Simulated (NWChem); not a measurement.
# CH8B2 (diborane mono Me): levels of theory compared

Wanted: a comparison of 3 runs (HF/STO-3G, HF/3-21G, B3LYP/6-31G*) of CH8B2 (diborane mono Me). 

Program for the calculation: NWChem 7.3.0.

## 1. The structure to begin with

The species is CH8B2 (11 atoms), meant as a singlet with charge 0. Geometry: relaxed at GFN2-xTB.

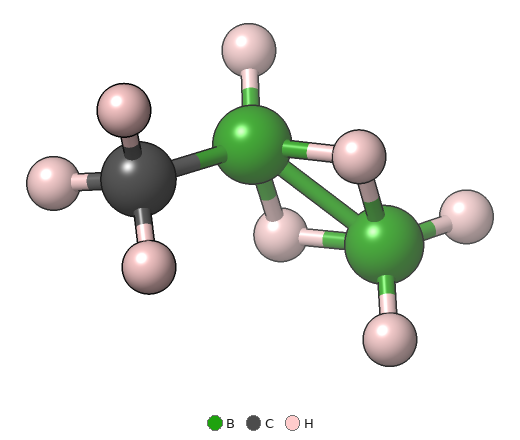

The structure, seen from a chosen angle (boron green, carbon dark grey, hydrogen pink).

## 2. Energy and forces at HF/STO-3G (run 1)

ch8b2.nw

```
start ch8b2
title "diborane mono Me"
memory total 2200 mb

geometry units angstroms noautosym nocenter noautoz
  B       -0.376320       0.465420       0.016470
  C       -0.993740      -0.833680       0.711750
  H       -1.034450       1.440940      -0.006150
  H        0.844690       0.745310       0.471880
  B        1.282430       0.478710      -0.724670
  H        1.708330       1.449990      -1.229470
  H        1.960560      -0.480340      -0.717480
  H        0.100300       0.204940      -1.198170
  H       -1.915170      -1.143750       0.221340
  H       -1.256090      -0.639390       1.750940
  H       -0.320540      -1.688150       0.703570
end

basis spherical bse
  B library STO-3G
  C library STO-3G
  H library STO-3G
end

scf
  thresh 1e-08
  maxiter 80
  print low
end

task scf gradient
```

Started as:

```console
$ nwchem ch8b2.nw > ch8b2.out
```

What it wrote:

```text
[...]
  functions       =    23
[...]
  wavefunction    = RHF
[...]
         Total SCF energy =    -90.754623912757
      One-electron energy =   -251.806530460716
      Two-electron energy =     94.697913160024
 Nuclear repulsion energy =     66.353993387936
        Time for solution =      0.9s
[...]
                         RHF ENERGY GRADIENTS
    atom               coordinates                        gradient
                 x          y          z           x          y          z
   1 B      -0.711142   0.879516   0.031124    0.021642   0.001543  -0.010444
   2 C      -1.877896  -1.575427   1.345012   -0.004528   0.003709   0.000400
   3 H      -1.954827   2.722982  -0.011622   -0.013886   0.007347   0.003797
   4 H       1.596233   1.408432   0.891724   -0.003244  -0.002934  -0.006589
   5 B       2.423441   0.904631  -1.369428   -0.021183  -0.001994   0.010167
   6 H       3.228276   2.740084  -2.323361    0.010313   0.008601  -0.007400
   7 H       3.704921  -0.907711  -1.355841    0.013092  -0.008008  -0.003297
   8 H       0.189540   0.387280  -2.264213    0.002708   0.001632   0.007562
   9 H      -3.619147  -2.161374   0.418272   -0.003254  -0.003717   0.001501
  10 H      -2.373666  -1.208272   3.308797   -0.002614  -0.003132   0.003614
  11 H      -0.605733  -3.190141   1.329555    0.000954  -0.003046   0.000689
[...]
```

Wall time 1.6 s (1 thread of Intel Xeon Platinum 8375C at 2.90GHz (Ice Lake), shared host); peak memory 0.1 GiB.

## 3. Energy and forces at HF/3-21G (run 2)

input.nw

```
start input
memory 2200 mb

geometry units au noautosym nocenter noautoz
 B   -0.71114174   0.87951633   0.03112379
 C   -1.87789644  -1.57542688   1.34501257
 H   -1.95482719   2.72298196  -0.01162182
 H    1.59623276   1.40843178   0.89172396
 B    2.42344147   0.90463079  -1.36942783
 H    3.22827583   2.74008398  -2.32336158
 H    3.70492145  -0.90771105  -1.35584070
 H    0.18953953   0.38728047  -2.26421315
 H   -3.61914678  -2.16137426   0.41827198
 H   -2.37366609  -1.20827199   3.30879706
 H   -0.60573281  -3.19014116   1.32955461
end

basis spherical bse
 * library 3-21G
end

scf
 thresh 1e-08
 maxiter 80
end

task scf gradient
```

Started as:

```console
$ nwchem input.nw > input.out
```

What it wrote:

```text
[...]
  functions       =    43
[...]
  wavefunction    = RHF
[...]
         Total SCF energy =    -91.332838727526
      One-electron energy =   -251.569316751958
      Two-electron energy =     93.882489410137
 Nuclear repulsion energy =     66.353988614295
        Time for solution =      1.0s
[...]
                         RHF ENERGY GRADIENTS
    atom               coordinates                        gradient
                 x          y          z           x          y          z
   1 B      -0.711142   0.879516   0.031124    0.003191   0.009976  -0.004912
   2 C      -1.877896  -1.575427   1.345013   -0.006123   0.003834   0.001105
   3 H      -1.954827   2.722982  -0.011622   -0.003530  -0.007115   0.003877
   4 H       1.596233   1.408432   0.891724   -0.001691  -0.001581  -0.002761
   5 B       2.423441   0.904631  -1.369428    0.004087  -0.000831  -0.001425
   6 H       3.228276   2.740084  -2.323362    0.003224  -0.006677   0.000715
   7 H       3.704921  -0.907711  -1.355841    0.001485   0.007050  -0.002982
   8 H       0.189540   0.387280  -2.264213    0.000827   0.000492   0.003683
   9 H      -3.619147  -2.161374   0.418272   -0.000556  -0.002221   0.001556
  10 H      -2.373666  -1.208272   3.308797   -0.001045  -0.002521   0.000962
  11 H      -0.605733  -3.190141   1.329555    0.000132  -0.000406   0.000180
[...]
```

Wall time 1.8 s (1 thread of Intel Xeon Platinum 8375C at 2.90GHz (Ice Lake), shared host); peak memory 0.1 GiB.

## 4. Energy and gradient at B3LYP/6-31G(d) (Cartesian functions) (run 3)

ch8b2.nw

```
start ch8b2
title "CH8B2"
memory 2200 mb
geometry noautosym nocenter noautoz
 B    -0.376320    0.465420    0.016470
 C    -0.993740   -0.833680    0.711750
 H    -1.034450    1.440940   -0.006150
 H     0.844690    0.745310    0.471880
 B     1.282430    0.478710   -0.724670
 H     1.708330    1.449990   -1.229470
 H     1.960560   -0.480340   -0.717480
 H     0.100300    0.204940   -1.198170
 H    -1.915170   -1.143750    0.221340
 H    -1.256090   -0.639390    1.750940
 H    -0.320540   -1.688150    0.703570
end
basis
 B library 6-31G*
 C library 6-31G*
 H library 6-31G*
end
dft
 xc b3lyp
 grid xfine
 convergence energy 1e-08
 iterations 100
 mulliken
end
task dft gradient
```

Started as:

```console
$ nwchem ch8b2.nw > ch8b2.out
```

What it wrote:

```text
[...]
          Wavefunction type:  closed shell.
          No. of atoms     :    11
          No. of electrons :    24
[...]
          Charge           :     0
          Spin multiplicity:     1
[...]
          AO basis - number of functions:    61
[...]
              XC Information
              --------------
                         B3LYP Method XC Potential
                     Hartree-Fock (Exact) Exchange  0.200
                        Slater Exchange Functional  0.800 local
                    Becke 1988 Exchange Functional  0.720 non-local
              Lee-Yang-Parr Correlation Functional  0.810
                  VWN I RPA Correlation Functional  0.190 local
[...]
 d= 0,ls=0.0,diis     1    -92.5714426400 -1.59D+02  8.57D-03  3.07D-01     3.7
[...]
 d= 0,ls=0.0,diis     8    -92.6128778985  8.61D-10  2.92D-06  6.33D-08    25.1
         Total DFT energy =      -92.612877898540
      One electron energy =     -252.808334698576
           Coulomb energy =      110.396899050814
    Exchange-Corr. energy =      -16.555435638714
 Nuclear repulsion energy =       66.353993387936
[...]
  wavefunction    = closed shell
                         DFT ENERGY GRADIENTS
    atom               coordinates                        gradient
                 x          y          z           x          y          z
   1 B      -0.711142   0.879516   0.031124   -0.002686   0.015712  -0.004207
   2 C      -1.877896  -1.575427   1.345012   -0.009317  -0.004060   0.005073
   3 H      -1.954827   2.722982  -0.011622   -0.000589  -0.010080   0.003537
   4 H       1.596233   1.408432   0.891724   -0.002534  -0.002463  -0.004499
   5 B       2.423441   0.904631  -1.369428    0.010697  -0.001921  -0.003997
   6 H       3.228276   2.740084  -2.323361    0.001021  -0.009398   0.002580
   7 H       3.704921  -0.907711  -1.355841   -0.000946   0.010001  -0.002850
   8 H       0.189540   0.387280  -2.264213    0.001597   0.000798   0.005659
   9 H      -3.619147  -2.161374   0.418272    0.005055  -0.000230   0.003604
  10 H      -2.373666  -1.208272   3.308797    0.001169  -0.003136  -0.004921
  11 H      -0.605733  -3.190141   1.329555   -0.003466   0.004779   0.000020
[...]
```

Run time: 31 s. Hardware: 1 thread of Intel Xeon Platinum 8375C at 2.90GHz (Ice Lake), shared host; peak memory 0.15 GiB.

## 5. The series

| run | level | Cartesian functions | iteration cap | energy (Eh) | largest force (eV/Å) | wall time |
| --- | --- | --- | --- | --- | --- | --- |
| 1 | HF/STO-3G | no | 80 | -90.754624 | 1.238 | 1.6 s |
| 2 | HF/3-21G | no | 80 | -91.332839 | 0.595 | 1.8 s |
| 3 | B3LYP/6-31G* (Cartesian functions) | yes | 100 | -92.612878 | 0.848 | 31 s |

## 6. Outcome

| quantity | value |
| --- | --- |
| run 3: total energy | -92.61288 Eh |
| run 3: dipole moment | 0.60 D |
| run 3: HOMO energy | -8.64 eV |
| run 3: LUMO energy | -0.55 eV |
| run 3: HOMO–LUMO gap | 8.09 eV |
| run 3: largest force on an atom | 0.848 eV/Å |

What this shows: In run 1 the basis is minimal, so the values are rough. All runs together took 35 s, the longest 31 s.
